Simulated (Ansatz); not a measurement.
**C₂H₆Cl₂O₂Si: small, medium and large basis sets**

How large a basis does C₂H₆Cl₂O₂Si need? Two functionals are run in growing sets.

Computed with Ansatz 0.2.0, Gaussian basis. Level: one geometry, several basis sets.

Plan: PBE0-D4/def2-SVP; ωB97M-V/def2-SVP; PBE0-D4/def2-QZVPP; ωB97M-V/def2-QZVPP; the functionals' def2-TZVPP values are taken from earlier runs.

**1. The geometry**

All runs share one geometry, relaxed beforehand with PBE0-D4 in a triple-zeta def2 set.

SMILES `CO[Si](Cl)(Cl)OC`, 13 atoms, charge 0, spin multiplicity 1.

Atoms are counted from 1 here; the program's logs count them from 0.

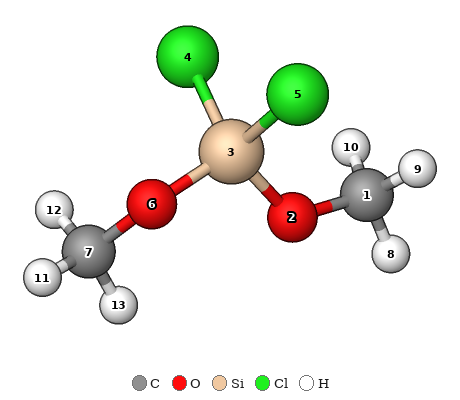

The geometry (carbon grey, oxygen red, silicon light orange, chlorine green, hydrogen white); atoms are numbered from 1 in the order of the file.

**2. PBE0-D4 in def2-SVP**

in.yaml

```yaml
crystal:
  periodic: [false, false, false]
  atoms:
    - {symbol: C, position_ang: [1.010202, -0.515426, -2.035920]}
    - {symbol: O, position_ang: [0.777511, -0.210710, -0.675153]}
    - {symbol: Si, position_ang: [-0.318813, 0.823450, -0.097719]}
    - {symbol: Cl, position_ang: [-2.167150, 0.284808, -0.791320]}
    - {symbol: Cl, position_ang: [0.063832, 2.720988, -0.703767]}
    - {symbol: O, position_ang: [-0.282113, 0.811083, 1.509299]}
    - {symbol: C, position_ang: [-0.528947, -0.319269, 2.326143]}
    - {symbol: H, position_ang: [1.779919, -1.285997, -2.077343]}
    - {symbol: H, position_ang: [1.361031, 0.367538, -2.577490]}
    - {symbol: H, position_ang: [0.101544, -0.891828, -2.514286]}
    - {symbol: H, position_ang: [-0.465140, 0.004588, 3.364708]}
    - {symbol: H, position_ang: [-1.527497, -0.725219, 2.140798]}
    - {symbol: H, position_ang: [0.215920, -1.098807, 2.146949]}
basis:
  gaussian: {orbitals: def2-SVP}
hamiltonian: {xc: pbe0, dispersion: d4}
output: {orbitals: {seedname: orbitals}}
```

Launch:

```console
$ ansatz run in.yaml --threads 4 --pin off --events-out ev --progress --plain --max-ram 11315MiB
```

The program printed:

```text
Functional definition: PBE0
  name "PBE0"
  cite "Adamo & Barone, J. Chem. Phys. 110, 6158 (1999) doi:10.1063/1.478522"
  cite "Perdew, Burke & Ernzerhof, Phys. Rev. Lett. 77, 3865 (1996) doi:10.1103/PhysRevLett.77.3865"
  parent pbe
  parameter a = 0.25
  parameter kappa = 0.804
  parameter beta = 0.06672455060314922
  exchange = (1 - a)*pbe_x(kappa = kappa, mu = beta*pi^2/3) + a*exact_x
  correlation = pbe_c(beta = beta)
1343 factors; integrals over basis functions are off by at most 1.5e-3 eV
mean field evaluation 1: about -39153.2660 eV, gradient 5.7e1 eV
mean field evaluation 2: about -39147.0343 eV, gradient 8.2e1 eV
mean field evaluation 4: about -39159.8246 eV, gradient 2.7e0 eV
mean field evaluation 8: about -39160.0681 eV, gradient 2.0e-1 eV
mean field evaluation 16: about -39160.0682 eV, gradient 6.4e-5 eV
mean field -39160.06822806 eV, -1439.1059637335 hartree, gradient 2.1e-5 eV, S^2 0.000000; 0 other end points of the search recorded, 0 dependent functions left out
reference -39160.06825725 eV, -1439.1059648063 hartree; 41, 41 occupied and 99, 99 virtual orbitals, 1343 factors
Total energy: -39160.40137405 eV, -1439.1182066230 hartree
```

Wall time 1.7 s (4 threads of Arm Neoverse V2, shared host); peak memory 0.39 GiB.

**3. ωB97M-V in def2-SVP**

Changes to in.yaml since step 2:

```diff
@@ -18,3 +18,3 @@
   gaussian: {orbitals: def2-SVP}
-hamiltonian: {xc: pbe0, dispersion: d4}
+hamiltonian: {xc: {name: wB97M-V}}
 output: {orbitals: {seedname: orbitals}}
```

The command is unchanged.

The program printed (excerpt; [...] marks lines left out):

```text
Functional definition: wB97M-V
  name "wB97M-V"
  cite "Mardirossian & Head-Gordon, J. Chem. Phys. 144, 214110 (2016) doi:10.1063/1.4952647"
  cite "Becke, J. Chem. Phys. 107, 8554 (1997) doi:10.1063/1.475007"
  cite "Vydrov & Van Voorhis, J. Chem. Phys. 133, 244103 (2010) doi:10.1063/1.3521275"
  # Of w^i u^j: cxij and so on, Table III.
[...]
  gx(w, u) = 1 - cx + cx01*u + cx10*w
  gss(w, u) = css00 + css04*u^4 + css10*w + css20*w^2 + css43*w^4*u^3
  gos(w, u) = cos00 + cos10*w + (cos20 + cos21*u)*w^2 + (cos60 + cos61*u)*w^6
[...]
      + integral(e_c_pw_mod_opposite_spin*gos(b97_w_opposite, b97_u_opposite)) + vv10(b, c)
1343 factors; integrals over basis functions are off by at most 1.5e-3 eV
357 factors; integrals over basis functions are off by at most 7.8e-6 eV
[...]
mean field -39174.62424829 eV, -1439.6408876106 hartree, gradient 5.0e-5 eV, S^2 0.000000; 0 other end points of the search recorded, 0 dependent functions left out
reference -39174.62429180 eV, -1439.6408892094 hartree; 41, 41 occupied and 99, 99 virtual orbitals, 1343 factors
Total energy: -39174.62429180 eV, -1439.6408892094 hartree
```

It took 7 s on 4 threads of Arm Neoverse V2, shared host; peak memory 0.56 GiB.

**4. PBE0-D4 in def2-QZVPP**

Changes to in.yaml since step 3:

```diff
@@ -17,4 +17,4 @@
 basis:
-  gaussian: {orbitals: def2-SVP}
-hamiltonian: {xc: {name: wB97M-V}}
+  gaussian: {orbitals: "def2-QZVPP.json"}
+hamiltonian: {xc: pbe0, dispersion: d4}
 output: {orbitals: {seedname: orbitals}}
```

Same command.

The program printed:

```text
Functional definition: PBE0
  name "PBE0"
  cite "Adamo & Barone, J. Chem. Phys. 110, 6158 (1999) doi:10.1063/1.478522"
  cite "Perdew, Burke & Ernzerhof, Phys. Rev. Lett. 77, 3865 (1996) doi:10.1103/PhysRevLett.77.3865"
  parent pbe
  parameter a = 0.25
  parameter kappa = 0.804
  parameter beta = 0.06672455060314922
  exchange = (1 - a)*pbe_x(kappa = kappa, mu = beta*pi^2/3) + a*exact_x
  correlation = pbe_c(beta = beta)
2191 factors; their error is unknown
mean field evaluation 1: about -39171.0138 eV, gradient 7.2e1 eV
mean field evaluation 2: about -39159.8963 eV, gradient 1.1e2 eV
mean field evaluation 4: about -39180.5123 eV, gradient 4.2e0 eV
mean field evaluation 8: about -39180.5417 eV, gradient 1.4e-1 eV
mean field evaluation 16: about -39180.5737 eV, gradient 1.5e-4 eV
mean field -39180.57372591 eV, -1439.8595268804 hartree, gradient 2.2e-5 eV, S^2 0.000000; 0 other end points of the search recorded, 0 dependent functions left out
reference -39180.57377032 eV, -1439.8595285125 hartree; 41, 41 occupied and 577, 577 virtual orbitals, 2191 factors
Total energy: -39180.90688712 eV, -1439.8717703291 hartree
```

Wall time 19 s (4 threads of Arm Neoverse V2, shared host); peak memory 3.2 GiB.

**5. ωB97M-V in def2-QZVPP**

Changes to in.yaml since step 4:

```diff
@@ -18,3 +18,3 @@
   gaussian: {orbitals: "def2-QZVPP.json"}
-hamiltonian: {xc: pbe0, dispersion: d4}
+hamiltonian: {xc: {name: wB97M-V}}
 output: {orbitals: {seedname: orbitals}}
```

Same command.

The program printed (excerpt; [...] marks lines left out):

```text
Functional definition: wB97M-V
  name "wB97M-V"
  cite "Mardirossian & Head-Gordon, J. Chem. Phys. 144, 214110 (2016) doi:10.1063/1.4952647"
  cite "Becke, J. Chem. Phys. 107, 8554 (1997) doi:10.1063/1.475007"
  cite "Vydrov & Van Voorhis, J. Chem. Phys. 133, 244103 (2010) doi:10.1063/1.3521275"
  # Of w^i u^j: cxij and so on, Table III.
[...]
  gx(w, u) = 1 - cx + cx01*u + cx10*w
  gss(w, u) = css00 + css04*u^4 + css10*w + css20*w^2 + css43*w^4*u^3
  gos(w, u) = cos00 + cos10*w + (cos20 + cos21*u)*w^2 + (cos60 + cos61*u)*w^6
[...]
      + integral(e_c_pw_mod_opposite_spin*gos(b97_w_opposite, b97_u_opposite)) + vv10(b, c)
2139 factors; their error is unknown
457 factors; integrals over basis functions are off by at most 1.4e-5 eV
[...]
mean field -39195.18058234 eV, -1440.3963189535 hartree, gradient 3.0e-5 eV, S^2 0.000000; 0 other end points of the search recorded, 0 dependent functions left out
reference -39195.18065032 eV, -1440.3963214515 hartree; 41, 41 occupied and 577, 577 virtual orbitals, 2139 factors
Total energy: -39195.18065032 eV, -1440.3963214515 hartree
```

Run time: 36 s. Hardware: 4 threads of Arm Neoverse V2, shared host; peak memory 3.8 GiB.

**6. Density functionals: the series**

The def2-TZVPP values come from earlier runs at the same geometry.

| functional | basis | functions | energy (eV) | from the largest (eV) | HOMO (eV) | LUMO (eV) |
| --- | --- | --- | --- | --- | --- | --- |
| PBE0-D4 | def2-SVP | 140 | -39160.4014 | 20.506 | -8.66 | 1.32 |
| PBE0-D4 | def2-TZVPP | 334 | -39179.5328 | 1.374 | -8.77 | 0.81 |
| PBE0-D4 | def2-QZVPP | 618 | -39180.9069 | 0.000 | -8.81 | 0.43 |
| ωB97M-V | def2-SVP | 140 | -39174.6243 | 20.556 | -10.97 | 3.32 |
| ωB97M-V | def2-TZVPP | 334 | -39193.8747 | 1.306 | -11.12 | 2.62 |
| ωB97M-V | def2-QZVPP | 618 | -39195.1807 | 0.000 | -11.17 | 1.71 |

**7. What came out**

| quantity | value |
| --- | --- |
| PBE0-D4: double and triple zeta above quadruple | 20.51, 1.37 eV |
| ωB97M-V: double and triple zeta above quadruple | 20.56, 1.31 eV |

In words: For PBE0-D4 the step from double to triple zeta gains 19.13 eV and the next only 1.37 eV. These are total energies; as a rule much of such shifts cancels in differences, which this series doesn't test. The LUMO of ωB97M-V is positive and keeps falling with the basis (3.32 to 1.71 eV): an unbound level that the basis holds in place.

For PBE0-D4 the largest set took about 11 times as long as the smallest (19 s against 1.7 s).
